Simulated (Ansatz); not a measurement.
Reaction (SMILES): S (H2S) → [SH-] + H+
B3LYP-D3(BJ)/def2-TZVP geometries, fixed; electronic energies without zero-point terms.
Largest species:
```xyz
3

S      0.0018     0.0003     0.1031
H     -0.0075     0.9678    -0.8277
H     -0.0219    -0.9726    -0.8218
```

Basis-set convergence of the deprotonation energy at B3LYP with Ansatz (a first-principles code). Cartesian d functions, on some or all atoms, in 6-31+G*, 6-31G**, 6-311G**; all else is spherical. The program fits the integrals of some runs and decomposes those of others, by size. No added dispersion term, no relativity. Functions are those of the species that has most. Reference: the value in aug-cc-pV(5+d)Z, 355.54 kcal/mol, itself unsure by roughly 0.06 kcal/mol (its mean distance from aug-pcseg-3, aug-cc-pV(Q+d)Z, def2-QZVPPD). Deviations are taken from unrounded values.

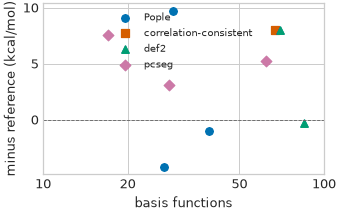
Deviation from the reference against the number of basis functions, by family of sets.

```json
[
 {"basis": "pcseg-0", "functions": "17", "deprotonation energy (kcal/mol)": "363.11", "minus reference (kcal/mol)": "7.57"},
 {"basis": "6-31+G*", "functions": "27", "deprotonation energy (kcal/mol)": "351.35", "minus reference (kcal/mol)": "-4.18"},
 {"basis": "pcseg-1", "functions": "28", "deprotonation energy (kcal/mol)": "358.60", "minus reference (kcal/mol)": "3.06"},
 {"basis": "6-31G**", "functions": "29", "deprotonation energy (kcal/mol)": "365.26", "minus reference (kcal/mol)": "9.72"},
 {"basis": "6-311G**", "functions": "39", "deprotonation energy (kcal/mol)": "354.55", "minus reference (kcal/mol)": "-0.98"},
 {"basis": "pcseg-2", "functions": "62", "deprotonation energy (kcal/mol)": "360.76", "minus reference (kcal/mol)": "5.22"},
 {"basis": "cc-pV(T+d)Z", "functions": "67", "deprotonation energy (kcal/mol)": "363.51", "minus reference (kcal/mol)": "7.98"},
 {"basis": "def2-TZVPP", "functions": "70", "deprotonation energy (kcal/mol)": "363.53", "minus reference (kcal/mol)": "8.00"},
 {"basis": "def2-TZVPPD", "functions": "85", "deprotonation energy (kcal/mol)": "355.25", "minus reference (kcal/mol)": "-0.29"}
]
```
